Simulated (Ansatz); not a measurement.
**Two runs on CH$_{7}$BrSi**

System: CH$_{7}$BrSi.
Method of run A: RHF-MP2, frozen core/def2-QZVPP (Ansatz 0.2.0).

The geometry comes from this level: PBE0-D4/def2-TZVP. Text and figures count atoms from 1; the logs count them from 0 in places.

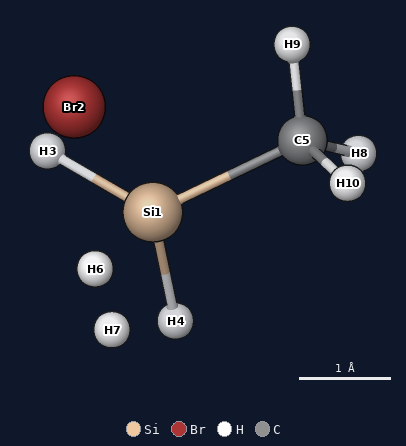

The input geometry (ball-and-stick view, seen at a tilt; atoms are numbered from 1 in the order of the input). Bond lengths as drawn: C–H 1.09 Å, C–Si 1.85 Å and H–Si 1.47 to 1.50 Å.

**The input, run A**
```yaml
crystal:
  periodic: [false, false, false]
  atoms:
    - {symbol: Si, position_ang: [-0.607151, 0.131790, -0.341514]}
    - {symbol: Br, position_ang: [1.289766, -1.421077, -1.527396]}
    - {symbol: H, position_ang: [-1.553659, -0.784575, -0.998408]}
    - {symbol: H, position_ang: [-1.351965, 1.424978, -0.188404]}
    - {symbol: C, position_ang: [0.204343, -0.190403, 1.288859]}
    - {symbol: H, position_ang: [0.664145, 0.414879, -1.606255]}
    - {symbol: H, position_ang: [0.223216, 1.154902, -1.464940]}
    - {symbol: H, position_ang: [-0.429043, 0.197694, 2.091446]}
    - {symbol: H, position_ang: [0.394168, -1.254547, 1.420274]}
    - {symbol: H, position_ang: [1.166180, 0.326359, 1.326238]}
basis:
  gaussian: {orbitals: "def2-QZVPP.json"}
correlation: {method: mp2}
```

Command:
```bash
ansatz run in.yaml --threads 4 --pin off --events-out ev --progress --plain --max-ram 9574MiB
```

Hardware: 4 threads of Arm Neoverse V1, 23 GiB of memory available, shared host.

**Output (run A)**
```
Functional definition: HF
  exchange = exact_x
  correlation = 0
2546 factors; integrals over basis functions are off by at most 8.8e-4 eV
mean field evaluation 1: about -79000.4336 eV, gradient 2.9e1 eV
mean field evaluation 2: about -79000.5102 eV, gradient 2.9e1 eV
mean field evaluation 4: about -79003.0260 eV, gradient 3.4e0 eV
mean field evaluation 8: about -79003.0615 eV, gradient 1.9e-1 eV
mean field -79003.06176200 eV, -2903.3089695548 hartree, gradient 2.5e-6 eV, S^2 0.000000; 0 other end points of the search recorded, 0 dependent functions left out
15 core orbitals not correlated: weight in the atoms' cores, before any rotation towards them, 1.000 or more for the frozen orbitals, at most 0.000 for the correlated occupied ones
reference -79003.06176200 eV, -2903.3089695548 hartree; 16, 16 occupied and 395, 395 virtual orbitals, 2546 factors
second order -26.41420721 eV of doubles, -0.00000000 eV of singles
Total energy: -79029.47596920 eV, -2904.2796737654 hartree
```

For run B the input was changed thus:
```diff
-    - {symbol: Si, position_ang: [-0.607151, 0.131790, -0.341514]}
-    - {symbol: Br, position_ang: [1.289766, -1.421077, -1.527396]}
-    - {symbol: H, position_ang: [-1.553659, -0.784575, -0.998408]}
-    - {symbol: H, position_ang: [-1.351965, 1.424978, -0.188404]}
-    - {symbol: C, position_ang: [0.204343, -0.190403, 1.288859]}
-    - {symbol: H, position_ang: [0.664145, 0.414879, -1.606255]}
-    - {symbol: H, position_ang: [0.223216, 1.154902, -1.464940]}
-    - {symbol: H, position_ang: [-0.429043, 0.197694, 2.091446]}
-    - {symbol: H, position_ang: [0.394168, -1.254547, 1.420274]}
-    - {symbol: H, position_ang: [1.166180, 0.326359, 1.326238]}
+    - {symbol: Si, position_ang: [-0.882709, -0.655488, -0.189930]}
+    - {symbol: Br, position_ang: [0.379418, -1.622244, -1.754607]}
+    - {symbol: H, position_ang: [-1.920501, -1.642328, 0.194853]}
+    - {symbol: H, position_ang: [-1.525563, 0.522534, -0.819967]}
+    - {symbol: C, position_ang: [0.179083, -0.172812, 1.255655]}
+    - {symbol: H, position_ang: [1.307211, 1.544633, -1.807695]}
+    - {symbol: H, position_ang: [1.283155, 2.241750, -1.540722]}
+    - {symbol: H, position_ang: [-0.435497, 0.299735, 2.027136]}
+    - {symbol: H, position_ang: [0.664112, -1.049780, 1.688353]}
+    - {symbol: H, position_ang: [0.951292, 0.534002, 0.946825]}
```

Predict how the results change.

With the same method and basis, run B lies 53.3 kcal/mol lower.

**Output (run B)**
```
Functional definition: HF
  exchange = exact_x
  correlation = 0
2542 factors; integrals over basis functions are off by at most 1.1e-3 eV
mean field evaluation 1: about -79003.5340 eV, gradient 2.7e1 eV
mean field evaluation 2: about -79003.6065 eV, gradient 2.7e1 eV
mean field evaluation 4: about -79005.7512 eV, gradient 2.6e0 eV
mean field evaluation 8: about -79005.7804 eV, gradient 1.4e-1 eV
mean field -79005.78051050 eV, -2903.4088817196 hartree, gradient 1.7e-6 eV, S^2 0.000000; 0 other end points of the search recorded, 0 dependent functions left out
15 core orbitals not correlated: weight in the atoms' cores, before any rotation towards them, 1.000 or more for the frozen orbitals, at most 0.000 for the correlated occupied ones
reference -79005.78051050 eV, -2903.4088817196 hartree; 16, 16 occupied and 395, 395 virtual orbitals, 2542 factors
second order -26.00547474 eV of doubles, -0.00000000 eV of singles
Total energy: -79031.78598524 eV, -2904.3645652890 hartree
```

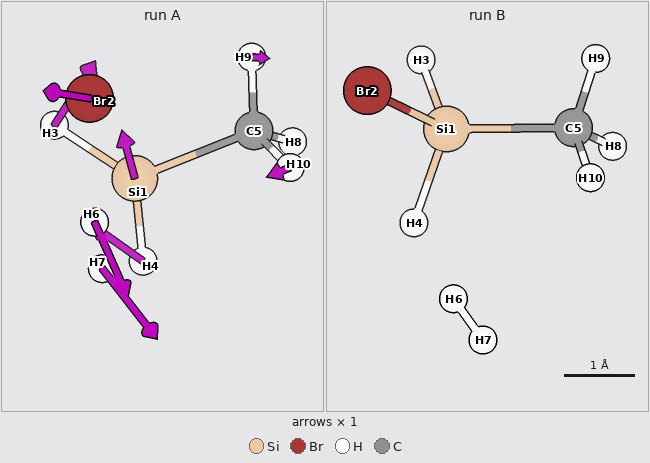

The two input geometries at one scale (ball-and-stick view, seen at a tilt). The pink arrows on the first give the shifts of the atoms after the best rigid fit, at true length. The largest move after the best rigid fit is that of H7, 1.67 Å. Largest moves by element: H 1.67 Å, Br 1.04 Å, Si 0.77 Å, C 0.11 Å. Among the contacts that change: Si1–Br2 2.723 → 2.231 Å, H6–H7 0.873 → 0.747 Å, Si1–H4 1.500 → 1.483 Å, Si1–H3 1.472 → 1.483 Å.

**The two runs side by side**

| quantity | run A | run B |
| --- | --- | --- |
| outcome | converged | converged |
| total energy (hartree) | −2904.279674 | −2904.364565 |
| wall time (shared host) | 20 s | 24 s |
